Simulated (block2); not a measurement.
# S2F2 (Difluorodisulfane): DMRG/STO-3G

Aim: the vertical ionisation energy of S2F2 (Difluorodisulfane) at DMRG/STO-3G, from 2 runs. Input form: a Python script.

Program for the calculation: block2 0.5.4.

5 further runs of the same task are left out: 2 that didn't finish, 3 set aside as unsound or not needed.

## (1) The system as given

S2F2 has 4 atoms, charge 0, and is taken as a singlet. As SMILES, `FSSF`. The shape is that of a PBE0-D4/def2-TZVP optimisation.

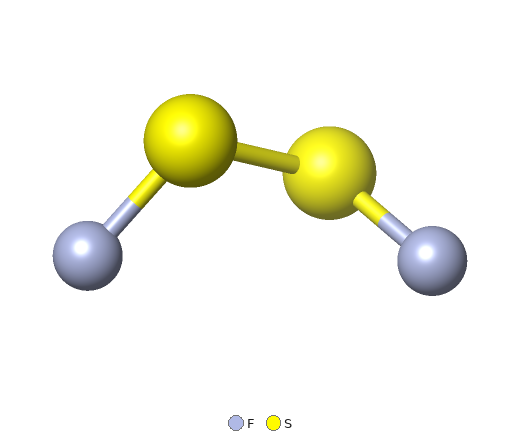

Viewed from a chosen angle; fluorine light blue, sulfur yellow.

## (2) The energy at DMRG/STO-3G

block2_dmrg.py reads:

```python
import numpy as np
from pyscf import cc, dft, gto, mcscf, mp, scf
from pyblock2._pyscf.ao2mo import integrals as itg
from pyblock2.driver.core import DMRGDriver, SymmetryTypes

mol = gto.M(atom="""
F
S 1 1.631451
S 2 1.889776 1 108.58854
F 3 1.631446 2 108.58841 1 -87.92605
""", basis="sto-3g", charge=0, verbose=3, max_memory=2000)
print("nao                            = %d" % (mol.nao))
mf = scf.RHF(mol)
mf.conv_tol = 1e-10
mf.max_cycle = 200
mf.kernel()
if not mf.converged:
    mf = mf.newton().run(mf.mo_coeff, mf.mo_occ)
print("SCF energy                     = %.10f" % (mf.e_tot))
# MP2, CCSD and CCSD(T) with the same frozen core
ref = mf
pt = mp.MP2(ref, frozen=12).run()
mycc = cc.CCSD(ref, frozen=12)
mycc.max_cycle = 150
mycc.kernel()
print(f"MP2 total energy               = {pt.e_tot:.10f}")
if mycc.converged:
    print("E(CCSD)                        = %.10f" % (mycc.e_tot))
    print("E(CCSD(T))                     = %.10f" % (mycc.e_tot + mycc.ccsd_t()))
    print(f"T1 diagnostic                  = {mycc.get_t1_diagnostic():.4f}")
# a few density functionals on the same geometry and basis
ks = dft.RKS(mol, xc="lda,vwn5").set(conv_tol=1e-9, verbose=3).run()
if ks.converged:
    print("E(SVWN5)                       = %.8f" % (ks.e_tot))
ks = dft.RKS(mol, xc="wb97x").set(conv_tol=1e-9, verbose=3).run()
if ks.converged:
    print(f"E(wB97X)                       = {ks.e_tot:.8f}")
ks = dft.RKS(mol, xc="pbe0").set(conv_tol=1e-9, verbose=3).run()
if ks.converged:
    print("E(PBE0)                        = %.8f" % (ks.e_tot))
ks = dft.RKS(mol, xc="m062x").set(conv_tol=1e-9, verbose=3).run()
if ks.converged:
    print("E(M06-2X)                      = %.8f" % (ks.e_tot))
ks = dft.RKS(mol, xc="blyp").set(conv_tol=1e-9, verbose=3).run()
if ks.converged:
    print("E(BLYP)                        = %.8f" % (ks.e_tot))
ncas, n_elec, spin, ecore, h1e, g2e, orb_sym = itg.get_rhf_integrals(mf, ncore=12, ncas=16, pg_symm=False, g2e_symm=1)
dmrg = DMRGDriver(scratch="./tmp", symm_type=SymmetryTypes.SU2, stack_mem=1500 << 20, n_threads=1)
# orbital ordering
idx = dmrg.orbital_reordering(h1e, g2e, method="gaopt")
print("orbital order:", idx.tolist())
h1e = h1e[np.ix_(idx, idx)]
g2e = g2e[np.ix_(idx, idx, idx, idx)]
orb_sym = np.array(orb_sym)[idx]
dmrg.initialize_system(n_sites=ncas, n_elec=n_elec, spin=spin, orb_sym=orb_sym)
mpo = dmrg.get_qc_mpo(h1e=h1e, g2e=g2e, ecore=ecore, iprint=0)
occs = np.array([1.7] * 13 + [0.3] * 3)[idx]
psi = dmrg.get_random_mps(tag="GS", bond_dim=50, nroots=1, occs=occs)
bond_dims = [50] * 2 + [100] * 3 + [200] * 2 + [400] * 2
noises = [0.001] * 2 + [0.0001] * 3 + [0.0001] * 2 + [1e-05] * 2 + [0]
thrds = [1e-08] * 9
e = dmrg.dmrg(mpo, psi, n_sweeps=15, tol=1e-06, bond_dims=bond_dims, noises=noises, thrds=thrds, iprint=1)
ms, dws, es = dmrg.get_dmrg_results()
print("DW                             = %.3e" % (dws[-1]))
print("E(final)                       = %.10f" % (e))
# exact diagonalisation in the same space
ci = mcscf.CASCI(mf, 16, (13, 13))
ci.fix_spin_(ss=0)
ci.fcisolver.conv_tol = 1e-10
ci.fcisolver.max_cycle = 200
ci.kernel()
print(f"E(FCI)                         = {ci.e_tot:.10f}")
```

Launch:

```sh
$ python block2_dmrg.py
```

The log of the run:

```text
nao                            = 28
converged SCF energy = -982.331905306867
SCF energy                     = -982.3319053069
E(RMP2) = -982.408959589677  E_corr = -0.0770542828101053
E(SCS-RMP2) = -982.418910255983  E_corr = -0.0870049491163248
E(CCSD) = -982.4387833251723  E_corr = -0.1068780183053764
MP2 total energy               = -982.4089595897
E(CCSD)                        = -982.4387833252
CCSD(T) correction = -0.00201212930648873
E(CCSD(T))                     = -982.4407954545
T1 diagnostic                  = 0.0106
converged SCF energy = -980.154458645993
E(SVWN5)                       = -980.15445865
converged SCF energy = -984.223939294521
E(wB97X)                       = -984.22393929
converged SCF energy = -983.835605245268
E(PBE0)                        = -983.83560525
converged SCF energy = -984.281423503227
E(M06-2X)                      = -984.28142350
converged SCF energy = -984.104784047821
E(BLYP)                        = -984.10478405
orbital order: [15, 2, 12, 13, 14, 3, 11, 9, 4, 10, 8, 5, 0, 1, 6, 7]

Sweep =    0 | Direction =  forward | Bond dimension =   50 | Noise =  1.00e-03 | Dav threshold =  1.00e-08
Time elapsed =      0.963 | E =    -982.4336966617 | DW = 8.40397e-06

Sweep =    1 | Direction = backward | Bond dimension =   50 | Noise =  1.00e-03 | Dav threshold =  1.00e-08
Time elapsed =      2.364 | E =    -982.4391324847 | DE = -5.44e-03 | DW = 4.50815e-05

Sweep =    2 | Direction =  forward | Bond dimension =  100 | Noise =  1.00e-04 | Dav threshold =  1.00e-08
Time elapsed =      5.608 | E =    -982.4414599222 | DE = -2.33e-03 | DW = 3.66189e-06

Sweep =    3 | Direction = backward | Bond dimension =  100 | Noise =  1.00e-04 | Dav threshold =  1.00e-08
Time elapsed =     10.112 | E =    -982.4416005808 | DE = -1.41e-04 | DW = 7.76924e-06

Sweep =    4 | Direction =  forward | Bond dimension =  100 | Noise =  1.00e-04 | Dav threshold =  1.00e-08
Time elapsed =     14.465 | E =    -982.4416070067 | DE = -6.43e-06 | DW = 1.08670e-05

Sweep =    5 | Direction = backward | Bond dimension =  200 | Noise =  1.00e-04 | Dav threshold =  1.00e-08
Time elapsed =     23.540 | E =    -982.4416827296 | DE = -7.57e-05 | DW = 1.28157e-07

Sweep =    6 | Direction =  forward | Bond dimension =  200 | Noise =  1.00e-04 | Dav threshold =  1.00e-08
Time elapsed =     37.572 | E =    -982.4417193663 | DE = -3.66e-05 | DW = 9.40354e-07

Sweep =    7 | Direction = backward | Bond dimension =  400 | Noise =  1.00e-05 | Dav threshold =  1.00e-08
Time elapsed =     66.579 | E =    -982.4417251141 | DE = -5.75e-06 | DW = 4.96817e-10

Sweep =    8 | Direction =  forward | Bond dimension =  400 | Noise =  1.00e-05 | Dav threshold =  1.00e-08
Time elapsed =    104.124 | E =    -982.4417254614 | DE = -3.47e-07 | DW = 3.10017e-09

Sweep =    9 | Direction = backward | Bond dimension =  400 | Noise =  0.00e+00 | Dav threshold =  1.00e-07
Time elapsed =    123.849 | E =    -982.4417254613 | DE = 5.13e-11 | DW = 1.97427e-19

DW                             = 1.974e-19
E(final)                       = -982.4417254613
CASCI E = -982.441725469921  E(CI) = -126.304939991275  S^2 = 0.0000000
E(FCI)                         = -982.4417254699
```

Wall time 2.7 min (1 thread of Arm Neoverse V1, shared host); peak memory 1.6 GiB.

## (3) The doublet cation: a single-point energy at DMRG/STO-3G

job.py reads:

```python
import numpy as np
from pyscf import cc, dft, gto, mcscf, mp, scf
from pyblock2._pyscf.ao2mo import integrals as itg
from pyblock2.driver.core import DMRGDriver, SymmetryTypes

mol = gto.M(atom="""
F     -1.783750    -0.199930    -0.621590
S     -0.467670     0.764150    -0.632370
S      1.044990    -0.276390    -0.184720
F      1.206410    -0.287820     1.438680
""", basis="sto-3g", charge=1, spin=1, verbose=4)
print("nao: %d" % (mol.nao))
mf = scf.ROHF(mol)
mf.conv_tol = 1e-10
mf.max_cycle = 200
mf.kernel()
if not mf.converged:
    mf = mf.newton().run(mf.mo_coeff, mf.mo_occ)
print("E(SCF): %.10f" % (mf.e_tot))
# single-reference ladder for comparison
ref = scf.UHF(mol).run(mf.make_rdm1(), conv_tol=1e-10)
pt = mp.MP2(ref, frozen=12).run()
mycc = cc.CCSD(ref, frozen=12)
mycc.max_cycle = 150
mycc.kernel()
print(f"E(MP2): {pt.e_tot:.10f}")
if mycc.converged:
    print("E(CCSD): %.10f" % (mycc.e_tot))
    print(f"E(CCSD(T)): {mycc.e_tot + mycc.ccsd_t():.10f}")
# a few density functionals on the same geometry and basis
ks = dft.UKS(mol, xc="lda,vwn5").set(conv_tol=1e-9, verbose=3).run(mf.make_rdm1())
if ks.converged:
    print(f"E(SVWN5): {ks.e_tot:.8f}")
ks = dft.UKS(mol, xc="wb97x").set(conv_tol=1e-9, verbose=3).run(mf.make_rdm1())
if ks.converged:
    print("E(wB97X): %.8f" % (ks.e_tot))
ks = dft.UKS(mol, xc="pbe0").set(conv_tol=1e-9, verbose=3).run(mf.make_rdm1())
if ks.converged:
    print("E(PBE0): %.8f" % (ks.e_tot))
ks = dft.UKS(mol, xc="m062x").set(conv_tol=1e-9, verbose=3).run(mf.make_rdm1())
if ks.converged:
    print("E(M06-2X): %.8f" % (ks.e_tot))
ks = dft.UKS(mol, xc="blyp").set(conv_tol=1e-9, verbose=3).run(mf.make_rdm1())
if ks.converged:
    print("E(BLYP): %.8f" % (ks.e_tot))
ncas, n_elec, spin, ecore, h1e, g2e, orb_sym = itg.get_rhf_integrals(mf, ncore=12, ncas=16, pg_symm=False, g2e_symm=8)
driver = DMRGDriver(scratch="./tmp", symm_type=SymmetryTypes.SU2, stack_mem=1500 << 20, n_threads=1)
driver.initialize_system(n_sites=ncas, n_elec=n_elec, spin=spin, orb_sym=orb_sym)
mpo = driver.get_qc_mpo(h1e=h1e, g2e=g2e, ecore=ecore, iprint=0)
occs = np.array([1.8] * 12 + [1.0] * 1 + [0.2] * 3)
ket = driver.get_random_mps(tag="GS", bond_dim=50, nroots=1, occs=occs)
bond_dims = [50] * 3 + [100] * 4 + [200] * 4
noises = [0.0001] * 3 + [0.0001] * 4 + [1e-05] * 4 + [0]
thrds = [1e-08] * 11
e = driver.dmrg(mpo, ket, n_sweeps=17, tol=1e-06, bond_dims=bond_dims, noises=noises, thrds=thrds, iprint=2)
ms, dws, es = driver.get_dmrg_results()
print("discarded weight: %.3e" % (dws[-1]))
print(f"E(final): {e:.10f}")
dm1 = driver.get_1pdm(ket)
print("occupation numbers:", np.round(np.linalg.eigvalsh(dm1)[::-1], 5).tolist())
c_act = mf.mo_coeff[:, 12:28]
dm_ao = c_act @ dm1 @ c_act.T + 2 * mf.mo_coeff[:, :12] @ mf.mo_coeff[:, :12].T
print("dipole / D:", np.round(scf.hf.dip_moment(mol, dm_ao, verbose=0), 4).tolist())
print("max block entropy: %.4f" % (max(driver.get_bipartite_entanglement(ket))))
csf, coef = driver.get_csf_coefficients(ket, cutoff=0.08, iprint=1)
print("c0^2: %.4f" % (np.max(np.abs(coef)) ** 2))
# exact diagonalisation in the same space
ci = mcscf.CASCI(mf, 16, (13, 12))
ci.fix_spin_(ss=0.75)
ci.fcisolver.conv_tol = 1e-10
ci.fcisolver.max_cycle = 200
ci.kernel()
print(f"FCI energy: {ci.e_tot:.10f}")
```

Launch:

```sh
$ python job.py
```

The log of the run:

```text
[INPUT] verbose = 4
[INPUT] num. atoms = 4
[INPUT] num. electrons = 49
[INPUT] charge = 1
[INPUT] spin (= nelec alpha-beta = 2S) = 1
[INPUT] symmetry False subgroup None
[INPUT] Mole.unit = angstrom
[INPUT] Symbol           X                Y                Z      unit          X                Y                Z       unit  Magmom
[INPUT]  1 F     -1.783750000000  -0.199930000000  -0.621590000000 AA   -3.370798974693  -0.377812944084  -1.174634861768 Bohr   0.0
[INPUT]  2 S     -0.467670000000   0.764150000000  -0.632370000000 AA   -0.883768216675   1.444034218086  -1.195006109391 Bohr   0.0
[INPUT]  3 S      1.044990000000  -0.276390000000  -0.184720000000 AA    1.974744902909  -0.522301403569  -0.349070209730 Bohr   0.0
[INPUT]  4 F      1.206410000000  -0.287820000000   1.438680000000 AA    2.279784493937  -0.543900973172   2.718711180889 Bohr   0.0

[... 64 lines left out ...]
converged SCF energy = -982.057832127453
[... 276 lines left out ...]
 --> Site =    6-   7 .. Mmps =   50 Ndav =   5 E =   -982.2068427398 Error = 2.11e-06 FLOPS = 2.93e+09 Tdav = 0.03 T = 0.15
[... 74 lines left out ...]
 <-- Site =    5-   6 .. Mmps =  100 Ndav =   5 E =   -982.2181317986 Error = 2.01e-06 FLOPS = 3.77e+09 Tdav = 0.14 T = 0.40
[... 74 lines left out ...]
 --> Site =   12-  13 .. Mmps =  200 Ndav =   1 E =   -982.2206654172 Error = 6.94e-10 FLOPS = 2.50e+09 Tdav = 0.01 T = 0.20
[... 83 lines left out ...]
 --> Site =    0-   1 .. Mmps =    4 Ndav =   1 E =   -982.2207017354 Error = 0.00e+00 FLOPS = 1.39e+08 Tdav = 0.00 T = 0.00
[... 56 lines left out ...]
 --> Site =    9-  10 .. Mmps =  200 Ndav =   5 E =   -982.2207962421 Error = 3.55e-05 FLOPS = 4.25e+09 Tdav = 1.51 T = 2.25
 --> Site =   10-  11 .. Mmps =  200 Ndav =   5 E =   -982.2207484577 Error = 1.85e-05 FLOPS = 4.17e+09 Tdav = 0.62 T = 1.10
 --> Site =   11-  12 .. Mmps =  200 Ndav =   3 E =   -982.2207028728 Error = 7.21e-19 FLOPS = 3.62e+09 Tdav = 0.09 T = 0.38
 --> Site =   12-  13 .. Mmps =  154 Ndav =   1 E =   -982.2207028728 Error = 1.93e-19 FLOPS = 2.52e+09 Tdav = 0.01 T = 0.20
 --> Site =   13-  14 .. Mmps =   95 Ndav =   1 E =   -982.2207028728 Error = 4.77e-20 FLOPS = 1.46e+09 Tdav = 0.00 T = 0.12
 --> Site =   14-  15 .. Mmps =   49 Ndav =   1 E =   -982.2207028728 Error = 6.13e-21 FLOPS = 5.46e+08 Tdav = 0.00 T = 0.02
[... 16 lines left out ...]
Sum of weights of included CSF =    0.834433554867297
[... 1 line left out ...]
CSF          0 222222222222-000  =   -0.880790650848951
CSF          1 22222222-2222000  =    0.136680986400423
CSF          2 2222222222-22000  =   -0.130817490798647
CSF          3 222222-222222000  =   -0.119450551361219
CSF          4 2222222222+-2-00  =   -0.092617720127588
c0^2: 0.7758

******** <class 'pyscf.mcscf.casci.CASCI'> ********
CAS (13e+12e, 16o), ncore = 12, nvir = 0
natorb = False
canonicalization = True
sorting_mo_energy = False
max_memory 1800 MB (current use 312 MB)
******** <class 'pyscf.fci.addons.SpinPenaltyFCISolver'> ********
max. cycles = 200
conv_tol = 1e-10
davidson only = True
linear dependence = 1e-12
level shift = 0.001
max iter space = 12
max_memory 1800 MB
nroots = 1
pspace_size = 400
spin = None
Density matrix diagonal elements [1.9974533  1.9973609  1.99362707 1.98422666 1.97245595 1.9793594
 1.94769797 1.98862389 1.94863081 1.93429075 1.94372914 1.92945616
 1.11520699 0.09655624 0.10096116 0.07036362]
CASCI converged
CASCI E = -982.221122584935  E(CI) = -126.080619481868  S^2 = 0.7500000
FCI energy: -982.2211225849
```

Wall time 5.5 min (1 thread of Arm Neoverse V1, shared host); peak memory 0.61 GiB.

## (4) What came out

At DMRG/STO-3G, 12 core orbitals frozen:

```
                                          quantity          value
                  run 1, DMRG/STO-3G: total energy  -982.44173 Eh
run 1, DMRG/STO-3G: T1 diagnostic of the CCSD step          0.011
                      doublet cation: total energy  -982.22080 Eh
vertical ionisation energy (to the doublet cation)       6.012 eV
```

In words: Removing an electron at fixed nuclei costs 6.01 eV (580 kJ/mol). In a minimal basis such a difference can be off by several eV, whatever the method.
